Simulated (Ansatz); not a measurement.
**FH4NO2Si: molecular dynamics**

The plan is to follow the molecule's vibrations and see whether its bonds hold. The start is relaxed first. Runs: 300 steps of 0.5 fs at constant energy, with velocities drawn for 500 K. SMILES of the start: N[Si](O)(O)F.

All numbers below are computed with Ansatz 0.2.0 (RHF/def2-SVP).

**1. The structure to begin with**

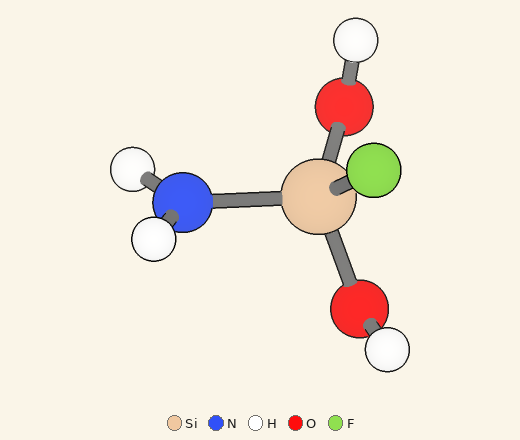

Start, viewed from a chosen angle; silicon light orange, nitrogen blue, hydrogen white, oxygen red, fluorine green.

As a file:

```xyz
9

Si    0.0000    0.0000    0.0000
N     0.0000    0.0000    1.8200
H    -0.8770   -0.2713    2.3500
H     0.8770    0.2713    2.3500
O     1.5842    0.0000   -0.5594
H     1.9006   -0.9521   -0.6761
O    -0.7913    1.3709   -0.5594
H    -1.7491    1.1401   -0.7818
F    -0.7489   -1.2974   -0.5295
```

**2. Relaxing the start**

Input file input.yaml:

```yaml
crystal:
  periodic: [false, false, false]
  atoms:
    - { symbol: Si, position_ang: [0.0, 0.0, 0.0] }
    - { symbol: "N", position_ang: [0.0, 0.0, 1.82] }
    - { symbol: H, position_ang: [-0.877, -0.2713, 2.35] }
    - { symbol: H, position_ang: [0.877, 0.2713, 2.35] }
    - { symbol: O, position_ang: [1.5842, 0.0, -0.5594] }
    - { symbol: H, position_ang: [1.9006, -0.9521, -0.6761] }
    - { symbol: O, position_ang: [-0.7913, 1.3709, -0.5594] }
    - { symbol: H, position_ang: [-1.7491, 1.1401, -0.7818] }
    - { symbol: F, position_ang: [-0.7489, -1.2974, -0.5295] }
basis:
  gaussian: { orbitals: def2-SVP }
hamiltonian:
  xc: hf
relax:
  f_tol: 0.02
  max_steps: 40
```

Command:

```console
ansatz run input.yaml --threads 1 --pin off --max-ram 2048MiB --backend cpu --events-out ev --progress --plain --runs-dir out
```

What it wrote (excerpt; [...] marks lines left out):

```text
Warning: RAYON_NUM_THREADS=1 ignored (pool sized by the plan → 1); use --threads N
[...]
Functional definition: HF
[...]
965 factors; integrals over basis functions are off by at most 3.1e-4 eV
[...]
mean field -16182.99180670 eV, -594.7139796703 hartree, gradient 1.6e-5 eV, S^2 0.000000; 0 other end points of the search recorded, 0 dependent functions left out
[...]
reference -16182.99180670 eV, -594.7139796703 hartree; 25, 25 occupied and 69, 69 virtual orbitals, 965 factors
relax step   1: F+E_penalty+E_count = -16182.99180670 eV  Δ(F+E_penalty+E_count) = +0.000e0 eV  max|allowed force component| = 3.176e0 eV/Å  Δτ_max = 0.0000 Å  (33 SCF iters, accepted)
[...]
relax step   3: F+E_penalty+E_count = -16183.81189386 eV  Δ(F+E_penalty+E_count) = -1.209e-1 eV  max|allowed force component| = 4.769e-1 eV/Å  Δτ_max = 0.0451 Å  (32 SCF iters, accepted)
[...]
relax step   5: F+E_penalty+E_count = -16183.84727862 eV  Δ(F+E_penalty+E_count) = -3.538e-2 eV  max|allowed force component| = 2.951e-1 eV/Å  Δτ_max = 0.0893 Å  (32 SCF iters, accepted)
[...]
relax step   7: F+E_penalty+E_count = -16183.90132271 eV  Δ(F+E_penalty+E_count) = -2.871e-2 eV  max|allowed force component| = 4.556e-1 eV/Å  Δτ_max = 0.1500 Å  (30 SCF iters, accepted)
[...]
relax step   9: F+E_penalty+E_count = -16183.94020768 eV  Δ(F+E_penalty+E_count) = -1.125e-2 eV  max|allowed force component| = 1.475e-1 eV/Å  Δτ_max = 0.1051 Å  (31 SCF iters, accepted)
[...]
relax step  10: F+E_penalty+E_count = -16183.94482208 eV  Δ(F+E_penalty+E_count) = -4.614e-3 eV  max|allowed force component| = 2.246e-1 eV/Å  Δτ_max = 0.1070 Å  (31 SCF iters, accepted)
[...]
relax step  11: F+E_penalty+E_count = -16183.95167657 eV  Δ(F+E_penalty+E_count) = -6.854e-3 eV  max|allowed force component| = 3.495e-1 eV/Å  Δτ_max = 0.1591 Å  (29 SCF iters, accepted)
[...]
965 factors; integrals over basis functions are off by at most 7.1e-4 eV
mean field -16183.96133851 eV, -594.7496093072 hartree, gradient 2.3e-5 eV, S^2 0.000000; 0 other end points of the search recorded, 0 dependent functions left out
[...]
reference -16183.96133851 eV, -594.7496093072 hartree; 25, 25 occupied and 69, 69 virtual orbitals, 965 factors
```

**3. More of the same log: start relaxed**

Output, continued (excerpt; [...] marks lines left out):

```text
relax step  12: F+E_penalty+E_count = -16183.96133851 eV  Δ(F+E_penalty+E_count) = -9.662e-3 eV  max|allowed force component| = 7.482e-2 eV/Å  Δτ_max = 0.0773 Å  (31 SCF iters, accepted)
[...]
relax step  14: F+E_penalty+E_count = -16183.96433653 eV  Δ(F+E_penalty+E_count) = -2.998e-3 eV  max|allowed force component| = 4.901e-2 eV/Å  Δτ_max = 0.0670 Å  (31 SCF iters, accepted)
[...]
relax step  16: F+E_penalty+E_count = -16183.96635427 eV  Δ(F+E_penalty+E_count) = +5.573e-4 eV  max|allowed force component| = 2.178e-1 eV/Å  Δτ_max = 0.0705 Å  (31 SCF iters, rejected (line search))
[...]
relax step  18: F+E_penalty+E_count = -16183.96767350 eV  Δ(F+E_penalty+E_count) = -3.062e-4 eV  max|allowed force component| = 3.766e-2 eV/Å  Δτ_max = 0.0252 Å  (32 SCF iters, accepted)
[...]
Total energy: -16183.96778667 eV, -594.7498462728 hartree
Atom 0 at    -0.149394    -0.073585     0.129896 Å, force    -0.003464     0.000536     0.001329 eV/Å
Atom 1 at     0.127032    -0.122152     1.798254 Å, force     0.001755     0.003178     0.000786 eV/Å
Atom 2 at    -0.443235    -0.697163     2.386318 Å, force    -0.000844    -0.001154     0.000260 eV/Å
Atom 3 at     0.523461     0.649160     2.296998 Å, force    -0.000830    -0.000637    -0.000400 eV/Å
Atom 4 at     1.210343    -0.062431    -0.774034 Å, force     0.001287    -0.000032    -0.001698 eV/Å
Atom 5 at     1.868105    -0.725598    -0.637921 Å, force    -0.000573     0.000496    -0.000413 eV/Å
Atom 6 at    -1.013960     1.217842    -0.351134 Å, force     0.001905    -0.001478     0.000912 eV/Å
Atom 7 at    -0.964354     1.497477    -1.251759 Å, force     0.000722    -0.000125     0.000037 eV/Å
Atom 8 at    -0.962498    -1.422050    -0.182818 Å, force     0.000041    -0.000784    -0.000814 eV/Å
Dipole moment:     0.311259     0.070084     0.202561 e Å
```

Wall time 51 s (1 thread of Arm Neoverse V1, shared host); peak memory 0.17 GiB.

Relaxation path:

```tsv
step	energy from step 1 (eV)	largest force component (eV/Å)
1	0.0000	3.1756
2	-0.6992	1.3896
3	-0.8201	0.4769
4x	-0.8152	0.6752
5	-0.8555	0.2951
6	-0.8808	0.4163
7	-0.9095	0.4556
8	-0.9371	0.1823
9	-0.9484	0.1475
10	-0.9530	0.2246
11	-0.9599	0.3495
12	-0.9695	0.0748
13x	-0.9212	1.1313
14	-0.9725	0.0490
15	-0.9751	0.0514
16x	-0.9745	0.2178
17	-0.9756	0.0322
18	-0.9759	0.0377
19	-0.9759	0.0228
20	-0.9760	0.0035
```

Step 1 is the start. 3 steps were tried and not accepted (4, 13, 16; marked x where the table lists them).

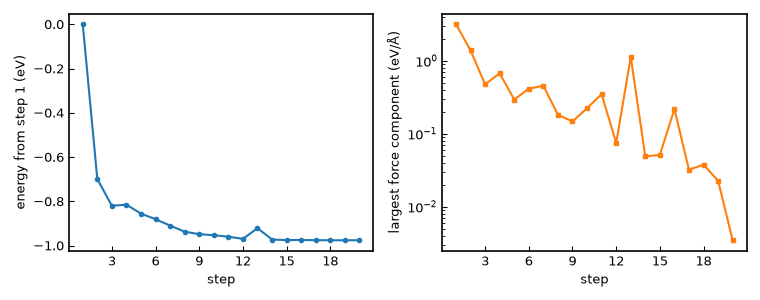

How energy and force went from step to step.

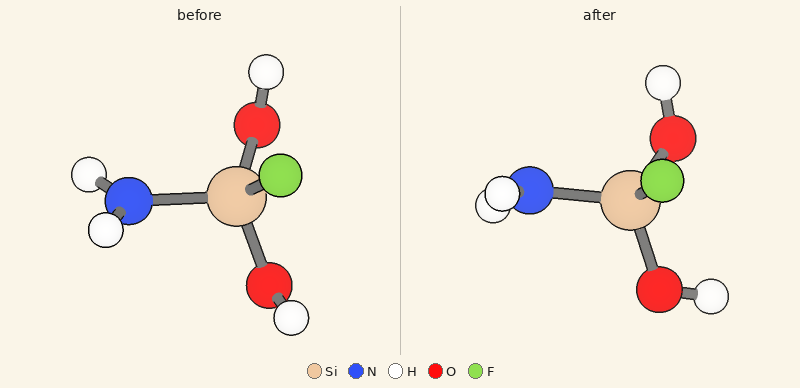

The structure before (left) and after (right), drawn at the same scale.

After: Bond lengths: Si1–N2 1.692 Å, N2–H3 1.001 Å, N2–H4 1.000 Å, Si1–O5 1.633 Å, O5–H6 0.944 Å, Si1–O7 1.627 Å, O7–H8 0.944 Å, Si1–F9 1.605 Å. Angles: Si1–N2–H3 120.2°, Si1–N2–H4 122.3°, H3–N2–H4 112.1°, N2–Si1–O5 114.2°, N2–Si1–O7 113.7°, N2–Si1–F9 104.5°, O5–Si1–O7 105.9°, O5–Si1–F9 108.6°, O7–Si1–F9 109.9°, Si1–O5–H6 119.7°, Si1–O7–H8 119.3°.

**4. Dynamics**

300 steps of 0.5 fs at constant energy, with velocities drawn for 500 K, from the relaxed start.

Input file input.yaml:

```yaml
crystal:
  periodic: [false, false, false]
  atoms:
    - { symbol: Si, position_ang: [-0.149394, -0.073585, 0.129896] }
    - { symbol: "N", position_ang: [0.127032, -0.122152, 1.798254] }
    - { symbol: H, position_ang: [-0.443235, -0.697163, 2.386318] }
    - { symbol: H, position_ang: [0.523461, 0.64916, 2.296998] }
    - { symbol: O, position_ang: [1.210343, -0.062431, -0.774034] }
    - { symbol: H, position_ang: [1.868105, -0.725598, -0.637921] }
    - { symbol: O, position_ang: [-1.01396, 1.217842, -0.351134] }
    - { symbol: H, position_ang: [-0.964354, 1.497477, -1.251759] }
    - { symbol: F, position_ang: [-0.962498, -1.42205, -0.182818] }
basis:
  gaussian: { orbitals: def2-SVP }
hamiltonian:
  xc: hf
md:
  timestep: 0.5
  n_steps: 300
  ensemble: nve
  temperature: 500.0
  initial_velocities: maxwell_boltzmann
  seed: 80451
```

Command:

```console
ansatz run input.yaml --threads 1 --pin off --max-ram 2048MiB --backend cpu --events-out ev --progress --plain --runs-dir out
```

What it wrote (excerpt; [...] marks lines left out):

```text
Warning: RAYON_NUM_THREADS=1 ignored (pool sized by the plan → 1); use --threads N
[...]
Functional definition: HF
[...]
959 factors; integrals over basis functions are off by at most 3.6e-4 eV
[...]
mean field -16183.96778545 eV, -594.7498462279 hartree, gradient 1.3e-5 eV, S^2 0.000000; 0 other end points of the search recorded, 0 dependent functions left out
[...]
reference -16183.96778545 eV, -594.7498462279 hartree; 25, 25 occupied and 69, 69 virtual orbitals, 959 factors
md step     0: t =     0.00 fs  T =   500.0 K  F+E_penalty+E_count = -16183.96778545 eV  E_kin = 0.452410 eV  conserved = -16183.51537545 eV  (34 SCF iters)
[...]
md step    20: t =    10.00 fs  T =   263.3 K  F+E_penalty+E_count = -16183.75231155 eV  E_kin = 0.238201 eV  conserved = -16183.51411060 eV  (25 SCF iters)
[...]
md step    40: t =    20.00 fs  T =   205.8 K  F+E_penalty+E_count = -16183.70116108 eV  E_kin = 0.186215 eV  conserved = -16183.51494650 eV  (33 SCF iters)
[...]
md step    60: t =    30.00 fs  T =   131.3 K  F+E_penalty+E_count = -16183.63309346 eV  E_kin = 0.118765 eV  conserved = -16183.51432892 eV  (26 SCF iters)
[...]
md step    80: t =    40.00 fs  T =   227.3 K  F+E_penalty+E_count = -16183.72070290 eV  E_kin = 0.205678 eV  conserved = -16183.51502444 eV  (33 SCF iters)
md step    81: t =    40.50 fs  T =   220.0 K  F+E_penalty+E_count = -16183.71363258 eV  E_kin = 0.199060 eV  conserved = -16183.51457209 eV  (33 SCF iters)
```

**5. The log goes on: dynamics from the start**

The log, continued (excerpt; [...] marks lines left out):

```text
md step    82: t =    41.00 fs  T =   214.1 K  F+E_penalty+E_count = -16183.70785132 eV  E_kin = 0.193700 eV  conserved = -16183.51415122 eV  (34 SCF iters)
[...]
md step   108: t =    54.00 fs  T =   260.1 K  F+E_penalty+E_count = -16183.74991494 eV  E_kin = 0.235372 eV  conserved = -16183.51454325 eV  (25 SCF iters)
[...]
md step   134: t =    67.00 fs  T =   286.5 K  F+E_penalty+E_count = -16183.77436941 eV  E_kin = 0.259249 eV  conserved = -16183.51512075 eV  (33 SCF iters)
[...]
md step   160: t =    80.00 fs  T =   291.4 K  F+E_penalty+E_count = -16183.77811891 eV  E_kin = 0.263703 eV  conserved = -16183.51441618 eV  (35 SCF iters)
[...]
md step   184: t =    92.00 fs  T =   170.4 K  F+E_penalty+E_count = -16183.66834955 eV  E_kin = 0.154164 eV  conserved = -16183.51418520 eV  (33 SCF iters)
md step   185: t =    92.50 fs  T =   171.1 K  F+E_penalty+E_count = -16183.66893531 eV  E_kin = 0.154782 eV  conserved = -16183.51415332 eV  (34 SCF iters)
```

**6. The output, continued: dynamics from the start**

The log, continued (excerpt; [...] marks lines left out):

```text
md step   186: t =    93.00 fs  T =   180.3 K  F+E_penalty+E_count = -16183.67752679 eV  E_kin = 0.163155 eV  conserved = -16183.51437221 eV  (34 SCF iters)
[...]
md step   207: t =   103.50 fs  T =   118.5 K  F+E_penalty+E_count = -16183.62154073 eV  E_kin = 0.107258 eV  conserved = -16183.51428231 eV  (25 SCF iters)
[...]
md step   228: t =   114.00 fs  T =   259.4 K  F+E_penalty+E_count = -16183.74996847 eV  E_kin = 0.234692 eV  conserved = -16183.51527623 eV  (33 SCF iters)
[...]
md step   249: t =   124.50 fs  T =   277.3 K  F+E_penalty+E_count = -16183.76525605 eV  E_kin = 0.250897 eV  conserved = -16183.51435904 eV  (33 SCF iters)
[...]
md step   299: t =   149.50 fs  T =   297.1 K  F+E_penalty+E_count = -16183.78404531 eV  E_kin = 0.268789 eV  conserved = -16183.51525639 eV  (34 SCF iters)
[...]
Total energy: -16183.77880091 eV, -594.7429011740 hartree
Atom 0 at    -0.170299    -0.054424     0.105578 Å, force     0.935979    -0.851486     0.304103 eV/Å
Atom 1 at     0.202558    -0.065862     1.757730 Å, force    -0.147983     0.323079     0.415226 eV/Å
Atom 2 at     0.612051    -0.902571     2.139757 Å, force    -0.096659     0.293363     0.006873 eV/Å
Atom 3 at    -0.144169     0.558556     2.461780 Å, force    -0.065808    -0.189476    -0.163125 eV/Å
Atom 4 at     1.289867    -0.211499    -0.652080 Å, force    -0.973554    -0.051595    -0.274520 eV/Å
Atom 5 at     1.982072     0.212401    -0.177349 Å, force     0.298636     0.065016     0.033595 eV/Å
Atom 6 at    -1.048603     1.226948    -0.364407 Å, force     0.343562    -0.031456     0.426402 eV/Å
Atom 7 at    -1.683481     1.061694    -1.032871 Å, force    -0.451748     0.092207    -0.404807 eV/Å
Atom 8 at    -1.013532    -1.384952    -0.240225 Å, force     0.157575     0.350348    -0.343746 eV/Å
Dipole moment:     0.044689     0.245420     0.366580 e Å
```

Wall time 8.9 min (1 thread of Arm Neoverse V1, shared host); peak memory 0.17 GiB.

**7. Frames and traces**

One step in 16; energies are changes from step 0:

```tsv
time (fs)	T (K)	potential energy change (meV/atom)	total energy change (meV/atom)
0.0	500	0.0	0.00
8.0	326	17.5	0.02
16.0	254	24.7	0.03
24.0	147	35.5	0.04
32.0	174	32.8	0.04
40.0	227	27.5	0.04
48.0	290	21.1	0.04
56.0	267	23.5	0.08
64.0	303	19.9	0.09
72.0	216	28.7	0.12
80.0	291	21.1	0.11
88.0	196	30.7	0.13
96.0	194	30.9	0.13
104.0	106	39.7	0.15
112.0	184	31.9	0.15
120.0	270	23.2	0.14
128.0	326	17.7	0.13
136.0	336	16.6	0.12
144.0	256	24.7	0.12
150.0	291	21.0	0.03
```

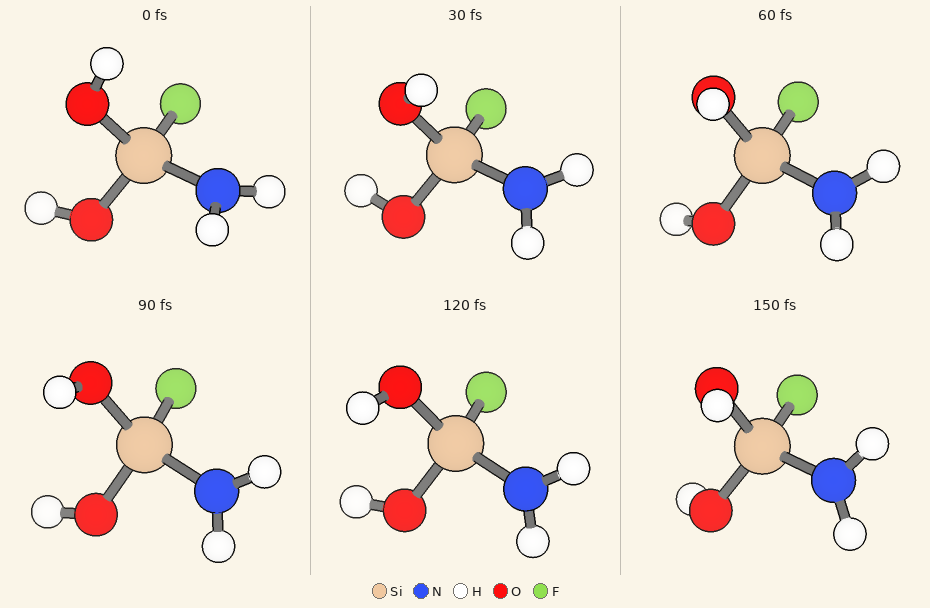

The system at six times, viewed from a chosen angle. Sticks join atoms within a bonding distance in each frame.

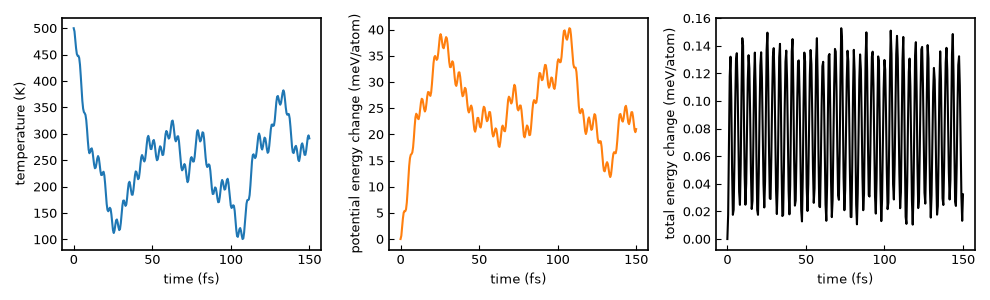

Traces against time; each panel has its own scale.

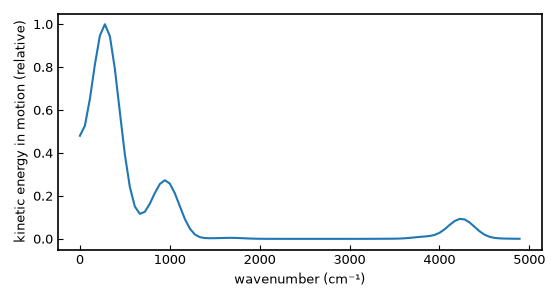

Power spectrum of the mass-weighted velocities; a run of 150 fs resolves no finer than about 440 cm⁻¹.

Maxima of the velocity power spectrum (cm⁻¹, relative height; resolution about 440 cm⁻¹): 280 (100), 950 (27), 4230 (9).

**8. Snapshots as a file**

Positions (Å) and forces (eV/Å):

```xyz
9
time_fs=19.0 T=228 dE=0.2461
Si   -0.145   -0.086    0.141    0.868   -0.237   -0.023
N     0.263   -0.116    1.819   -0.922    0.281   -0.298
H    -0.144   -0.850    2.376    0.045    0.082   -0.110
H     0.140    0.760    2.308    0.215   -0.261   -0.112
O     1.260   -0.055   -0.713   -0.860   -0.061   -0.254
H     2.027   -0.483   -0.385    0.259   -0.172    0.219
O    -1.055    1.126   -0.395   -0.139    1.043    0.648
H    -1.148    1.295   -1.313    0.017    0.062   -0.347
F    -1.072   -1.337   -0.239    0.518   -0.738    0.277
9
time_fs=37.5 T=185 dE=0.2866
Si   -0.127   -0.090    0.134   -1.896    0.561   -1.015
N     0.243   -0.093    1.772   -0.169    0.089    0.939
H     0.114   -0.936    2.305   -0.045    0.249    0.002
H     0.193    0.735    2.346   -0.033   -0.349   -0.221
O     1.266   -0.106   -0.694    1.065   -0.298    0.311
H     2.018   -0.147   -0.093   -0.646    0.001   -0.854
O    -1.080    1.170   -0.368    0.504   -0.204   -0.983
H    -1.253    1.213   -1.325    0.266   -0.011    1.549
F    -1.077   -1.349   -0.246    0.955   -0.039    0.272
9
time_fs=56.0 T=267 dE=0.2116
Si   -0.183   -0.068    0.091    2.224   -0.592    1.398
N     0.151   -0.068    1.779   -0.267    0.387   -0.325
H     0.213   -0.913    2.319   -0.039    0.226   -0.141
H     0.158    0.768    2.338   -0.095   -0.327   -0.116
O     1.254   -0.198   -0.723   -1.400   -0.097   -0.579
H     2.046    0.060   -0.304    0.477    0.180    0.414
O    -1.014    1.240   -0.294    0.023    0.447    0.845
H    -1.463    1.426   -1.080   -0.484    0.167   -1.084
F    -0.966   -1.407   -0.228   -0.439   -0.391   -0.414
9
time_fs=75.0 T=256 dE=0.2212
Si   -0.142   -0.074    0.120   -1.396   -0.019   -0.546
N     0.033   -0.002    1.774    0.538   -0.412    0.545
H     0.228   -0.835    2.295    0.000    0.218    0.191
H    -0.204    0.796    2.321   -0.075    0.037    0.114
O     1.170   -0.272   -0.810    0.901    0.515    0.115
H     1.954    0.189   -0.538   -0.176   -0.134   -0.266
O    -0.977    1.333   -0.210    0.146   -1.269   -0.736
H    -1.350    1.436   -1.082    0.265    0.068    0.482
F    -0.882   -1.475   -0.251   -0.204    0.995    0.100
9
time_fs=94.0 T=207 dE=0.2653
Si   -0.139   -0.101    0.142    1.134    0.150    0.366
N    -0.013    0.042    1.843    0.367   -0.146   -1.097
H     0.345   -0.614    2.498    0.049   -0.260    0.064
H    -0.633    0.710    2.245   -0.052    0.216    0.257
O     1.150   -0.275   -0.872    0.265    0.395    0.520
H     1.817    0.376   -1.037   -0.278   -0.141    0.274
O    -0.934    1.263   -0.192   -0.624    0.763   -0.665
H    -0.992    1.657   -1.054    0.008   -0.333    0.322
F    -0.868   -1.437   -0.278   -0.869   -0.645   -0.041
9
time_fs=112.5 T=202 dE=0.2703
Si   -0.107   -0.122    0.163   -1.385    0.050   -0.852
N     0.030    0.053    1.833    0.411   -0.294   -0.325
H     0.391   -0.643    2.441    0.089   -0.235    0.294
H    -0.667    0.628    2.260   -0.028    0.125    0.159
O     1.180   -0.223   -0.836   -0.190   -0.731    0.610
H     1.596    0.582   -1.047    0.677    0.718   -0.179
O    -0.953    1.233   -0.237    0.051   -0.649    1.179
H    -0.832    1.550   -1.095   -0.090    0.535   -1.346
F    -0.954   -1.432   -0.289    0.466    0.481    0.460
9
time_fs=131.0 T=358 dE=0.1291
Si   -0.151   -0.115    0.124    0.578    0.794    0.504
N     0.137   -0.012    1.803   -0.306    0.184   -0.433
H     0.416   -0.807    2.339    0.053   -0.043    0.071
H    -0.385    0.651    2.344    0.007   -0.103    0.031
O     1.242   -0.177   -0.728    0.462    0.121   -0.281
H     1.842    0.572   -0.728   -0.664   -0.752    0.137
O    -0.975    1.222   -0.308   -0.753    0.400   -1.081
H    -1.288    1.365   -1.213    0.487   -0.297    1.306
F    -1.006   -1.405   -0.250    0.137   -0.303   -0.256
9
time_fs=150.0 T=291 dE=0.1890
Si   -0.170   -0.054    0.106    0.936   -0.852    0.304
N     0.203   -0.066    1.758   -0.148    0.323    0.415
H     0.612   -0.903    2.140   -0.097    0.293    0.007
H    -0.144    0.559    2.462   -0.066   -0.190   -0.163
O     1.290   -0.211   -0.652   -0.974   -0.052   -0.275
H     1.982    0.212   -0.177    0.299    0.065    0.034
O    -1.049    1.227   -0.364    0.344   -0.032    0.426
H    -1.683    1.062   -1.033   -0.452    0.092   -0.405
F    -1.014   -1.385   -0.240    0.158    0.350   -0.344
```

**9. Summary of results**

```
                          quantity                          value
           relaxation of the start       16 moves, 0.976 eV lower
                            length            300 steps of 0.5 fs
  temperature, first and last step                  500 and 291 K
          temperature, second half  mean 249 K, from 101 to 382 K
     potential energy, second half    +25 meV/atom from the start
largest change of the total energy                  0.15 meV/atom
            bonds formed or broken                              0
```

The temperature starts at 500 K and averages 249 K in the second half, where it ranges from 101 to 382 K; a mean near half the start is what vibrations about a minimum give, since they share energy equally between motion and strain. The total energy strays from its start by at most 0.15 meV/atom, 0.6 % of the mean kinetic energy, which is good for a step of 0.5 fs. The bonding pattern survives the run. A run of 150 fs with 9 atoms shows the motion but fixes no equilibrium value. The nuclei move classically, without zero-point motion, which matters most for hydrogen.
